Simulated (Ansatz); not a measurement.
# CoF (triplet): the correlation ladder, def2-SVP

How much of the correlation energy of CoF (triplet) does each wave-function method recover here?

Method: def2-SVP, core rule «outside noble gas», up to 10 orbitals frozen; program: Ansatz 0.2.0, Gaussian basis.

The runs, in order: UHF; CCSD(T) on ROHF; CCSD(T) on UHF; CISD; CCSDT(Q) on UHF; CASSCF and MRCISD+Q, 16 electrons in 10 orbitals; CASSCF and NEVPT2, 16 electrons in 10 orbitals.

16 further runs of the same task are left out: 2 for a known fault of the program, 5 that didn't finish, 9 set aside as unsound or not needed.

### 1 The system

The geometry is a PBE0/def2-TZVP stationary point (not a proven minimum) of the parent state, kept for this charge and spin.

2 atoms, charge 0, spin multiplicity 3.

Atoms are counted from 1 here; the program's logs count them from 0.

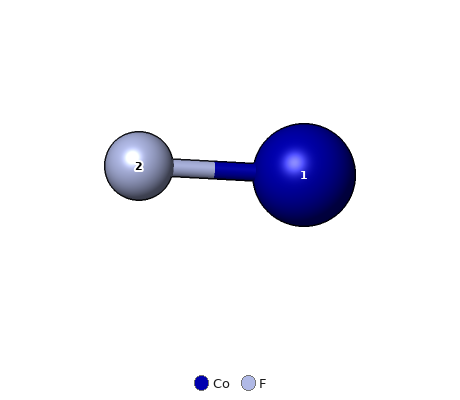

The structure; cobalt blue, fluorine light blue; atoms are numbered from 1 in the order of the file.

As a file:

```xyz
2
charge 0, multiplicity 3
Co    0.00000    0.00000    0.00000
F     0.00000    0.00000    1.77560
```

In the tables R marks a restricted open-shell determinant and U an unrestricted one; 'valence' is the active space of 16 electrons in 10 orbitals; energies count from the table's Hartree-Fock row.

### 2 UHF

in.yaml reads:

```yaml
crystal:
  periodic: [false, false, false]
  atoms:
    - {symbol: Co, position_ang: [0.000000, 0.000000, 0.000000]}
    - {symbol: F, position_ang: [0.000000, 0.000000, 1.775600]}
basis:
  gaussian: {orbitals: def2-SVP}
magnetization: {spin_polarized: true, initial_magnetization: 2}
hamiltonian: {xc: hf}
output: {orbitals: {seedname: orbitals}}
```

Launch:

```
$ ansatz run in.yaml --threads 1 --pin off --events-out ev --progress --plain --max-ram 2393MiB
```

Output:

```text
Functional definition: HF
  name "HF"
  cite "Fock, Z. Phys. 61, 126 (1930) doi:10.1007/BF01340294"
  parent pbe
  exchange = exact_x
  correlation = 0
462 factors; integrals over basis functions are off by at most 5.9e-4 eV
mean field evaluation 1: about -40280.9363 eV, gradient 3.5e1 eV
mean field evaluation 2: about -40281.0229 eV, gradient 3.5e1 eV
mean field evaluation 4: about -40285.2709 eV, gradient 3.6e0 eV
mean field evaluation 8: about -40285.6750 eV, gradient 1.6e0 eV
mean field evaluation 16: about -40288.3278 eV, gradient 7.6e-1 eV
mean field evaluation 32: about -40288.6852 eV, gradient 7.6e-1 eV
mean field evaluation 64: about -40288.1097 eV, gradient 1.6e0 eV
mean field evaluation 96: about -40288.5623 eV, gradient 6.3e0 eV
mean field evaluation 128: about -40288.6404 eV, gradient 6.0e-2 eV
mean field evaluation 160: about -40287.3621 eV, gradient 1.0e1 eV
mean field evaluation 192: about -40288.6606 eV, gradient 1.4e-1 eV
mean field evaluation 224: about -40288.3585 eV, gradient 1.7e-1 eV
mean field evaluation 256: about -40286.1755 eV, gradient 1.3e1 eV
mean field evaluation 288: about -40286.7055 eV, gradient 1.2e0 eV
mean field evaluation 320: about -40286.6553 eV, gradient 1.3e0 eV
mean field evaluation 352: about -40287.1559 eV, gradient 1.6e1 eV
mean field evaluation 384: about -40288.6922 eV, gradient 8.4e-6 eV
mean field -40288.69217474 eV, -1480.5821287654 hartree, gradient 7.9e-6 eV, S^2 2.978716; 7 other end points of the search recorded, 0 dependent functions left out
reference -40288.69217474 eV, -1480.5821287654 hartree; 19, 17 occupied and 26, 28 virtual orbitals, 462 factors
Total energy: -40288.69217474 eV, -1480.5821287654 hartree
```

Run time: 2.6 s. Hardware: 1 thread of Arm Neoverse V2, shared host.

From the report: ⟨S²⟩ of the determinant 2.979 (pure triplet: 2.00). The determinant is far from a pure spin state, so its energy mixes those of several spin states (harmless only where they are near-degenerate, as at dissociation).

### 3 CCSD(T) on ROHF

in.yaml reads:

```yaml
crystal:
  periodic: [false, false, false]
  atoms:
    - {symbol: Co, position_ang: [0.000000, 0.000000, 0.000000]}
    - {symbol: F, position_ang: [0.000000, 0.000000, 1.775600]}
basis:
  gaussian: {orbitals: def2-SVP}
magnetization: {spin_polarized: false, initial_magnetization: 2}
correlation: {method: ccsd_t, electrons: outside_noble_gas}
```

Same command.

Output, shortened:

```text
Functional definition: HF
  name "HF"
  cite "Fock, Z. Phys. 61, 126 (1930) doi:10.1007/BF01340294"
  parent pbe
[...]
462 factors; integrals over basis functions are off by at most 5.9e-4 eV
[...]
mean field -40286.32623213 eV, -1480.4951819780 hartree, gradient 2.2e-6 eV, S^2 2.000000; 34 other end points of the search recorded, 0 dependent functions left out
[...]
determinant -40286.32623213 eV, -1480.4951819780 hartree, with singles and doubles -40297.37669155 eV, -1480.9012788716 hartree
determinant -40286.28716370 eV, -1480.4937462399 hartree, with singles and doubles -40297.19326103 eV, -1480.8945379241 hartree
determinant -40286.26688898 eV, -1480.4930011574 hartree, with singles and doubles -40296.48020632 eV, -1480.8683336469 hartree
determinant -40286.20487129 eV, -1480.4907220495 hartree, with singles and doubles -40296.83852858 eV, -1480.8815017472 hartree
[...]
determinant -40285.97147867 eV, -1480.4821450291 hartree, with singles and doubles -40297.72814059 eV, -1480.9141943855 hartree
determinant -40285.95098490 eV, -1480.4813918966 hartree, with singles and doubles -40297.14188908 eV, -1480.8926500399 hartree
unrestricted determinant -40288.69217474 eV, -1480.5821287654 hartree, S^2 2.9787
10 core orbitals not correlated: weight in the atoms' cores, before any rotation towards them, 0.999 or more for the frozen orbitals, at most 0.000 for the correlated occupied ones
reference -40286.32623213 eV, -1480.4951819780 hartree; 9, 7 occupied and 26, 28 virtual orbitals, 462 factors
second order -11.05276769 eV of doubles, -0.01991858 eV of singles
cycle   1  -11.45287088 eV  change   -2.2e-6 eV  update   7.1e-6
perturbative correction 0.02629191 eV, 0.0009662098 hartree
WARN: the results are in doubt because among natural orbitals the method converges to other amplitudes
Total energy: -40297.75281110 eV, -1480.9151010100 hartree
In doubt: among natural orbitals the method converges to other amplitudes
```

Run time: 33 s. Hardware: 1 thread of Arm Neoverse V2, shared host.

From the report: correlation -11.4266 eV; T1 0.214; largest double amplitude 0.05. The program marks this result as in doubt; its last lines say why.

### 4 CCSD(T) on UHF

in.yaml, as its differences from that of step 3:

```diff
@@ -7,3 +7,3 @@
   gaussian: {orbitals: def2-SVP}
-magnetization: {spin_polarized: false, initial_magnetization: 2}
+magnetization: {spin_polarized: true, initial_magnetization: 2}
 correlation: {method: ccsd_t, electrons: outside_noble_gas}
```

Same command.

Output, shortened:

```text
Functional definition: HF
  name "HF"
  cite "Fock, Z. Phys. 61, 126 (1930) doi:10.1007/BF01340294"
  parent pbe
[...]
462 factors; integrals over basis functions are off by at most 5.9e-4 eV
[...]
mean field -40288.69217474 eV, -1480.5821287654 hartree, gradient 2.8e-6 eV, S^2 2.978716; 21 other end points of the search recorded, 0 dependent functions left out
determinant -40288.69217474 eV, -1480.5821287654 hartree, with singles and doubles -40297.92511199 eV, -1480.9214329511 hartree
determinant -40288.63234353 eV, -1480.5799300088 hartree, with singles and doubles -40297.85355591 eV, -1480.9188033136 hartree
determinant -40288.35919057 eV, -1480.5698918228 hartree, with singles and doubles -40297.51749476 eV, -1480.9064532941 hartree
determinant -40288.34322892 eV, -1480.5693052430 hartree, with singles and doubles -40297.73394043 eV, -1480.9144075257 hartree
[...]
determinant -40288.63234353 eV, -1480.5799300088 hartree, with singles and doubles -40297.90158249 eV, -1480.9205682579 hartree
determinant -40288.35919057 eV, -1480.5698918228 hartree, with singles and doubles -40297.56503876 eV, -1480.9082005038 hartree
determinant -40288.34322892 eV, -1480.5693052430 hartree, with singles and doubles -40297.81533448 eV, -1480.9173987019 hartree
10 core orbitals not correlated: weight in the atoms' cores, before any rotation towards them, 0.999 or more for the frozen orbitals, at most 0.000 for the correlated occupied ones
reference -40288.69217474 eV, -1480.5821287654 hartree; 9, 7 occupied and 26, 28 virtual orbitals, 462 factors
second order -8.97999912 eV of doubles, -0.00000000 eV of singles
cycle   1  -9.28127363 eV  change   -9.8e-7 eV  update   6.2e-6
perturbative correction -0.19294477 eV, -0.0070905893 hartree
WARN: the results are in doubt because among natural orbitals the method converges to other amplitudes
Total energy: -40298.16639314 eV, -1480.9302998696 hartree
In doubt: among natural orbitals the method converges to other amplitudes
```

Run time: 27 s. Hardware: 1 thread of Arm Neoverse V2, shared host.

From the report: ⟨S²⟩ of the determinant 2.979 (pure triplet: 2.00); correlation -9.4742 eV; T1 0.047; largest double amplitude 0.04. The determinant is far from a pure spin state, so its energy mixes those of several spin states (harmless only where they are near-degenerate, as at dissociation). The program marks this result as in doubt; its last lines say why.

### 5 CISD

in.yaml reads:

```yaml
crystal:
  periodic: [false, false, false]
  atoms:
    - {symbol: Co, position_ang: [0.000000, 0.000000, 0.000000]}
    - {symbol: F, position_ang: [0.000000, 0.000000, 1.775600]}
basis:
  gaussian: {orbitals: def2-SVP}
magnetization: {spin_polarized: false, initial_magnetization: 2}
correlation: {active_space: {ras: {orbitals: [7, 2, 26], electrons: 16, max_holes: 2, max_particles: 2}, fixed_orbitals: true}}
```

The command is unchanged.

Output, shortened:

```text
Functional definition: HF
  name "HF"
  cite "Fock, Z. Phys. 61, 126 (1930) doi:10.1007/BF01340294"
  parent pbe
[...]
462 factors; integrals over basis functions are off by at most 5.9e-4 eV
[...]
mean field -40286.32623213 eV, -1480.4951819780 hartree, gradient 2.2e-6 eV, S^2 2.000000; 25 other end points of the search recorded, 0 dependent functions left out
reference -40286.32623213 eV, -1480.4951819780 hartree; 19, 17 occupied and 26, 28 virtual orbitals, 462 factors
state -40296.37598144 eV, -1480.8645034534 hartree
Total energy: -40296.37598144 eV, -1480.8645034534 hartree
```

Run time: 16 s. Hardware: 1 thread of Arm Neoverse V2, shared host.

From the report: 142,886 determinants.

### 6 CCSDT(Q) on UHF

in.yaml reads:

```yaml
crystal:
  periodic: [false, false, false]
  atoms:
    - {symbol: Co, position_ang: [0.000000, 0.000000, 0.000000]}
    - {symbol: F, position_ang: [0.000000, 0.000000, 1.775600]}
basis:
  gaussian: {orbitals: def2-SVP}
magnetization: {spin_polarized: true, initial_magnetization: 2}
correlation: {method: ccsdt_q, electrons: outside_noble_gas}
```

The command is unchanged.

Output, shortened:

```text
Functional definition: HF
  name "HF"
  cite "Fock, Z. Phys. 61, 126 (1930) doi:10.1007/BF01340294"
  parent pbe
[...]
778 factors; integrals over basis functions are off by at most 1.2e-7 eV
[...]
mean field -40288.69234994 eV, -1480.5821352038 hartree, gradient 1.6e-6 eV, S^2 2.978716; 20 other end points of the search recorded, 0 dependent functions left out
determinant -40288.69234994 eV, -1480.5821352038 hartree, with singles and doubles -40297.92534662 eV, -1480.9214415736 hartree
determinant -40288.63251937 eV, -1480.5799364707 hartree, with singles and doubles -40297.85379093 eV, -1480.9188119503 hartree
determinant -40288.35936868 eV, -1480.5698983683 hartree, with singles and doubles -40297.51773231 eV, -1480.9064620240 hartree
determinant -40288.34340166 eV, -1480.5693115912 hartree, with singles and doubles -40297.73417377 eV, -1480.9144161009 hartree
[...]
determinant -40288.35936868 eV, -1480.5698983683 hartree, with singles and doubles -40297.56527698 eV, -1480.9082092581 hartree
determinant -40288.34340166 eV, -1480.5693115912 hartree, with singles and doubles -40297.81557090 eV, -1480.9174073901 hartree
10 core orbitals not correlated: weight in the atoms' cores, before any rotation towards them, 0.999 or more for the frozen orbitals, at most 0.000 for the correlated occupied ones
reference -40288.69234994 eV, -1480.5821352038 hartree; 9, 7 occupied and 26, 28 virtual orbitals, 778 factors
second order -8.98007280 eV of doubles, -0.00000000 eV of singles
cycle   1  -8.87582043 eV  change    1.0e-1 eV  update   9.5e-2
[...]
cycle 110  -9.55443377 eV  change   -1.3e-6 eV  update   1.4e-6
perturbative correction -0.03787265 eV, -0.0013917942 hartree
WARN: the results are in doubt because among natural orbitals the method converges to other amplitudes
Total energy: -40298.28465636 eV, -1480.9346459628 hartree
In doubt: among natural orbitals the method converges to other amplitudes
```

Run time: 2 min. Hardware: 1 thread of Arm Neoverse V2, shared host; peak memory 0.57 GiB.

From the report: ⟨S²⟩ of the determinant 2.979 (pure triplet: 2.00); correlation -9.5923 eV; T1 0.033; largest double amplitude 0.29. The determinant is far from a pure spin state, so its energy mixes those of several spin states (harmless only where they are near-degenerate, as at dissociation). Mind the lines of doubt at the end of the log.

### 7 CASSCF and MRCISD+Q, 16 electrons in 10 orbitals

in.yaml reads:

```yaml
crystal:
  periodic: [false, false, false]
  atoms:
    - {symbol: Co, position_ang: [0.000000, 0.000000, 0.000000]}
    - {symbol: F, position_ang: [0.000000, 0.000000, 1.775600]}
basis:
  gaussian: {orbitals: def2-SVP}
magnetization: {spin_polarized: false, initial_magnetization: 2}
correlation: {method: fic_mrcisd_q, electrons: outside_noble_gas, active_space: {window: {electrons: 16, orbitals: 10}, shells: [{species: Co, l: s, shell: 4}, {species: Co, l: d, shell: 3}, {species: F, l: s, shell: 2}, {species: F, l: p, shell: 2}]}}
```

Launched as before.

Output, shortened:

```text
Functional definition: HF
  name "HF"
  cite "Fock, Z. Phys. 61, 126 (1930) doi:10.1007/BF01340294"
  parent pbe
[...]
778 factors; integrals over basis functions are off by at most 1.2e-7 eV
[...]
mean field -40286.32642447 eV, -1480.4951890465 hartree, gradient 1.5e-6 eV, S^2 2.000000; 25 other end points of the search recorded, 0 dependent functions left out
reference -40286.32642447 eV, -1480.4951890465 hartree; 19, 17 occupied and 26, 28 virtual orbitals, 778 factors
state -40288.42741346 eV, -1480.5723989676 hartree
contracted CI cycle   1: correlation 0.00000000 eV, 0.0000000000 hartree, residual 3.83e1 eV
contracted CI cycle   2: correlation -8.45958214 eV, -0.3108839096 hartree, residual 4.16e0 eV
contracted CI cycle   3: correlation -8.65247843 eV, -0.3179727176 hartree, residual 1.35e0 eV
contracted CI cycle   4: correlation -8.67238739 eV, -0.3187043582 hartree, residual 3.43e-1 eV
contracted CI cycle   5: correlation -8.67372761 eV, -0.3187536105 hartree, residual 9.18e-2 eV
contracted CI cycle   6: correlation -8.67382046 eV, -0.3187570225 hartree, residual 2.52e-2 eV
contracted CI cycle   7: correlation -8.67382737 eV, -0.3187572765 hartree, residual 7.35e-3 eV
contracted CI cycle   8: correlation -8.67382797 eV, -0.3187572984 hartree, residual 2.14e-3 eV
contracted CI cycle   9: correlation -8.67382802 eV, -0.3187573005 hartree, residual 5.72e-4 eV
state -40288.42741346 eV, -1480.5723989676 hartree; corrected -40297.69801698 eV, -1480.9130873632 hartree
Total energy: -40297.69801698 eV, -1480.9130873632 hartree
Checks for a lower state left out: starts, orbital_swaps
```

It took 12 s on 1 thread of Arm Neoverse V2, shared host; peak memory 0.54 GiB.

From the report: 1,008 determinants; active occupations 2.00, 2.00, 2.00, 2.00, 1.90, 1.90, 1.29, 1.10, 1.10, 0.72.

### 8 CASSCF and NEVPT2, 16 electrons in 10 orbitals

in.yaml reads:

```yaml
crystal:
  periodic: [false, false, false]
  atoms:
    - {symbol: Co, position_ang: [0.000000, 0.000000, 0.000000]}
    - {symbol: F, position_ang: [0.000000, 0.000000, 1.775600]}
basis:
  gaussian: {orbitals: def2-SVP}
magnetization: {spin_polarized: false, initial_magnetization: 2}
correlation: {method: sc_nevpt2, electrons: outside_noble_gas, active_space: {window: {electrons: 16, orbitals: 10}, shells: [{species: Co, l: s, shell: 4}, {species: Co, l: d, shell: 3}, {species: F, l: s, shell: 2}, {species: F, l: p, shell: 2}]}}
```

The command is unchanged.

Output, shortened:

```text
Functional definition: HF
  name "HF"
  cite "Fock, Z. Phys. 61, 126 (1930) doi:10.1007/BF01340294"
  parent pbe
[...]
778 factors; integrals over basis functions are off by at most 1.2e-7 eV
[...]
mean field -40286.32642447 eV, -1480.4951890465 hartree, gradient 1.5e-6 eV, S^2 2.000000; 25 other end points of the search recorded, 0 dependent functions left out
reference -40286.32642447 eV, -1480.4951890465 hartree; 19, 17 occupied and 26, 28 virtual orbitals, 778 factors
state -40288.42741346 eV, -1480.5723989676 hartree
state -40288.42741346 eV, -1480.5723989676 hartree; corrected -40296.28333699 eV, -1480.8610988327 hartree
Total energy: -40296.28333699 eV, -1480.8610988327 hartree
Checks for a lower state left out: starts, orbital_swaps
```

Wall time 9.5 s (1 thread of Arm Neoverse V2, shared host).

From the report: 1,008 determinants; active occupations 2.00, 2.00, 2.00, 2.00, 1.90, 1.90, 1.29, 1.10, 1.10, 0.72.

### 9 Natural occupations

Natural occupations of the CASSCF valence state about the gap (report; correlated orbitals 5 to 10): 1.903, 1.903, 1.286, 1.096, 1.096, 0.715. The count of effectively unpaired electrons, Σ n²(2 − n)², is 3.72; a single determinant of this spin has 2.

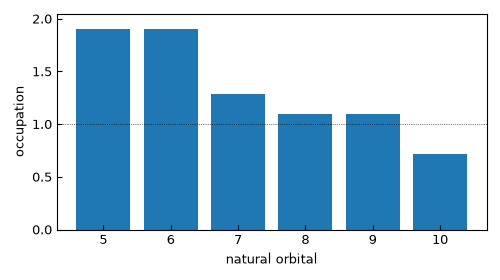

Natural occupations of the CASSCF valence state.

### 10 Misses and costs

No level here is safe as a reference; UCCSDT(Q) serves as a yardstick only. Rows without a time come out of other runs: HF, MP2 and CCSD of CCSD(T), CCSDT of CCSDT(Q), CASSCF and MRCISD of the multireference runs.

Differences are taken before rounding.

| method | energy from the lowest RHF (kcal/mol) | from UCCSDT(Q) (kcal/mol) | time |
| --- | --- | --- | --- |
| RHF | 0.00 | +275.77 |  |
| UHF | -54.56 | +221.21 |  |
| RMP2 | -255.34 | +20.43 |  |
| UMP2 | -261.64 | +14.12 |  |
| CISD | -231.75 | +44.02 | 16 s |
| RCCSD | -264.11 | +11.66 |  |
| UCCSD | -268.59 | +7.18 |  |
| RCCSD(T) | -263.50 | +12.26 | 33 s |
| UCCSD(T) | -273.04 | +2.73 | 27 s |
| UCCSDT | -274.89 | +0.87 |  |
| UCCSDT(Q) | -275.77 | 0 | 2 min |
| CASSCF valence | -48.45 | +227.31 |  |
| NEVPT2 valence | -229.62 | +46.15 | 9.5 s |
| MRCISD valence | -248.48 | +27.29 |  |
| MRCISD+Q valence | -262.24 | +13.53 | 12 s |

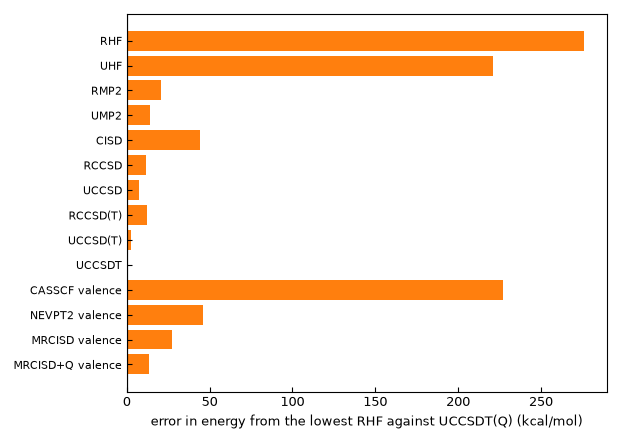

Error of each method against UCCSDT(Q).

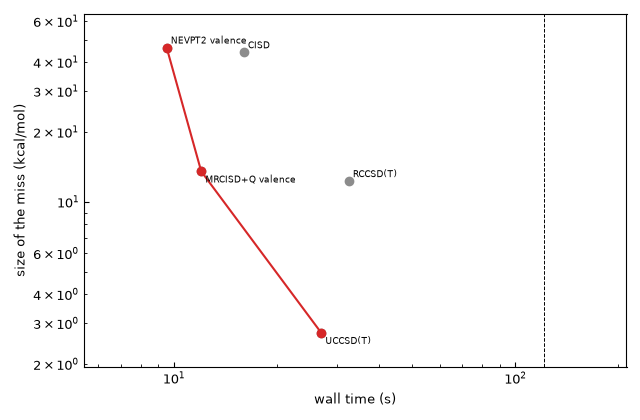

Accuracy for the time spent; red marks the levels that beat every quicker one drawn (of those quicker than the yardstick), and the dashed line is the time of UCCSDT(Q). Times are from a shared host.

The program flags RCCSD(T), UCCSD(T), UCCSDT(Q) as in doubt (see the logs), so the zero of the table is itself unsure.

### 11 Results

| quantity | value |
| --- | --- |
| UCCSDT(Q) below the RHF energy | -11.9584 eV |
| RMP2 from UCCSDT(Q) | +20.43 kcal/mol |
| UMP2 from UCCSDT(Q) | +14.12 kcal/mol |
| RCCSD from UCCSDT(Q) | +11.66 kcal/mol |
| RCCSD(T) from UCCSDT(Q) | +12.26 kcal/mol |
| UCCSD(T) from UCCSDT(Q) | +2.73 kcal/mol |
| NEVPT2 valence from UCCSDT(Q) | +46.15 kcal/mol |
| MRCISD+Q valence from UCCSDT(Q) | +13.53 kcal/mol |
| T1 diagnostic | 0.214 |
| effectively unpaired electrons | 3.72 |

What this shows: RCCSD(T) lands +12.26 kcal/mol from the yardstick (4.4 % of the correlation energy). CCSD(T) misses by +12.26 kcal/mol on the restricted determinant and by +2.73 kcal/mol on the unrestricted one; the two need not hold the same state or core. With 3.7 effectively unpaired electrons against 2 the state is strongly multireference. Warnings: spin contamination; large T1 diagnostic.
